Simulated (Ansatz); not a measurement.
The starting structures come from a database of crystals and need not be the phases stable at ambient conditions.

Where the default PAW files enter, the runs use the earlier of Ansatz's two default sets.

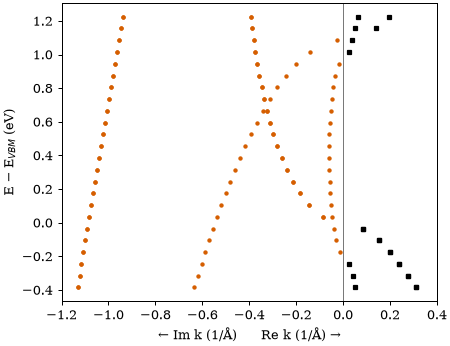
Complex bands at the centre of the two-dimensional zone; Ansatz (a quantum-chemistry and plane-wave program) with r2SCAN

No gap correction and no spin-orbit coupling; mid-gap is the computed energy nearest the middle.

### Question
This is GaAs (P6_3mc, wurtzite, not sure to be the ambient phase, 4 atoms a cell, 22.7 Å³ an atom) along the normal of (001). Read off the slowest decay at the centre of the two-dimensional zone at 0.46 eV, the computed energy nearest the middle of the gap.

### Answer
κ ≈ 0.06 1/Å, a decay length 1/(2κ) of the density of 8.5 Å.
